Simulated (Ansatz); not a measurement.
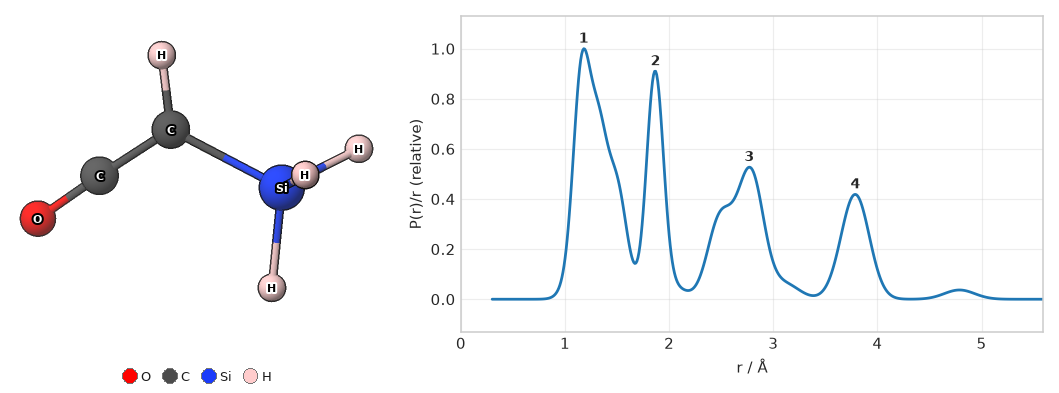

Simulated gas electron diffraction: radial distribution curve of C2H4OSi. Each pair of atoms contributes with weight ZᵢZⱼ/r; damping constant 0.002 Å²; vibrational amplitudes assumed, not computed: 0.05 Å for bonds, 0.078 Å for bonds to H, 0.06 + 0.015 r up to 0.15 Å for other pairs. The geometry is the end point of an optimisation (RKS B3LYP-D4/def2-SVP (Ansatz)); it may be a saddle point or a higher isomer.

Assign the numbered peaks of the radial distribution curve (– bonded, ··· not bonded).

Peak 1, 1.18 Å: O–C 1.16 Å, C–C 1.32 Å, not resolved; in its flanks Si–H 1.49 Å
Peak 2, 1.87 Å: Si–C 1.86 Å
Peak 3, 2.77 Å: Si···H 2.61 Å, C···H 2.73–3.04 Å (×4), Si···C 2.79 Å, not resolved; in its flanks O···C 2.48 Å
Peak 4, 3.79 Å: C···H 3.78 Å (×2), Si···O 3.79 Å
